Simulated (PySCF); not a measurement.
**CH$_{8}$N$_{2}$O$_{2}$Si: density, localisation and related maps**

```xyz
14

C     1.7544    1.2465   -0.4035
O     0.3988    1.1108   -0.0777
Si   -0.3880   -0.2706    0.2568
N    -1.9831    0.1079    0.8138
N    -0.4107   -1.2831   -1.1488
O     0.4121   -1.0415    1.4499
H     2.3808    0.8482    0.3960
H     1.9839    0.7132   -1.3282
H     1.9573    2.3104   -0.5335
H    -2.5939    0.5718    0.1616
H    -2.0457    0.5819    1.7008
H    -0.6704   -0.8495   -2.0193
H    -0.8656   -2.1784   -1.0791
H     0.0694   -1.8682    1.7740
```

Geometry: GFN2-xTB.

All numbers below come from PySCF, PBE0/def2-SVPD, SCF density, gas phase.

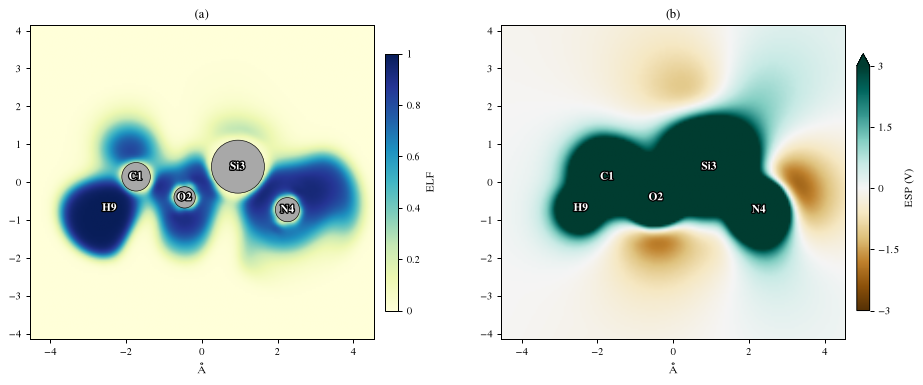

Figure 1. (a) electron localisation function; (b) molecular electrostatic potential on the plane of atoms O2, Si3 and N4. Grey discs cover the atomic cores in the ELF map.

Q: Interpret the plot.

A: The section cuts through C, O, Si, N and H sites.
C–O (1.40 Å): the ELF peaks at about 0.90 between the atoms: a polar covalent bond.
Si–O (1.62 Å): the ELF peaks at about 0.85 between the atoms, as expected for a short, strongly polar bond.
Si–N (1.73 Å): the ELF peaks at about 0.95 between the atoms; a polar covalent bond.
C–H (1.09 Å): the ELF climbs to about 1 towards the hydrogen, as it does in any bond to H; an ordinary covalent bond to hydrogen.
The ELF also peaks beside O2 and N4, away from the bonds: lone-pair regions.
Outside the dense part of the molecule the potential is most negative (−2.1 V) near N4.

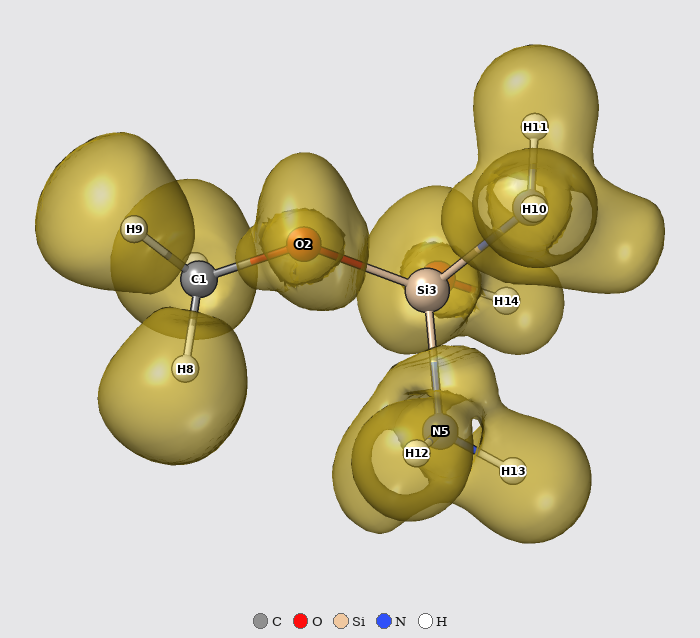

Figure 2. Isosurface of the electron localisation function at 0.75 (yellow), seen across its widest extent. Core shells and regions of very low density are left out.

Q: What do the ELF domains correspond to?

A: The ELF exceeds this value in three regions around hydrogen nuclei, one region on O in which the atom's valence shell and bonds are merged, two joined regions spread over several atoms (H, N), in which their bonds and any lone pairs are merged and one joined region spread over several atoms (H, O), in which their bonds and any lone pairs are merged.

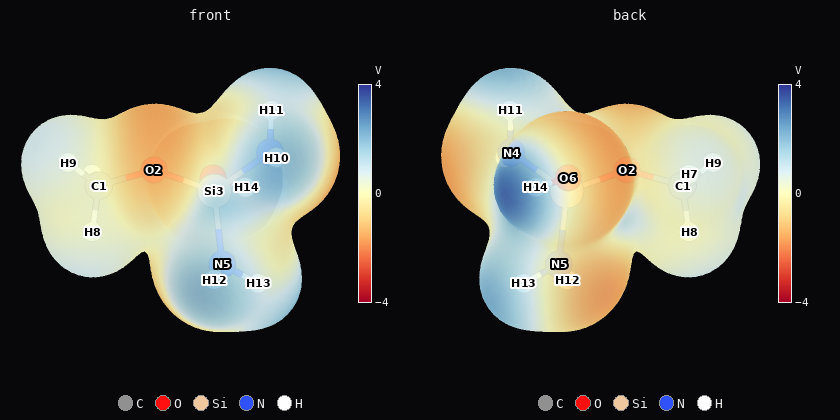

Figure 3. The molecular electrostatic potential painted on the density surface at 0.004 e/bohr³, seen from the front and from behind; the colour scale runs from red (negative) to blue (positive).

Q: Which sites attract a positive test charge, and which a negative one?

A: A positive charge is drawn to the negative regions and a negative charge to the positive ones. The most negative region (about −1.7 V, or −39 kcal/mol for a unit charge) lies over N4, N5 and O6, the most positive (about +3.2 V, or +74 kcal/mol for a unit charge) over H14.
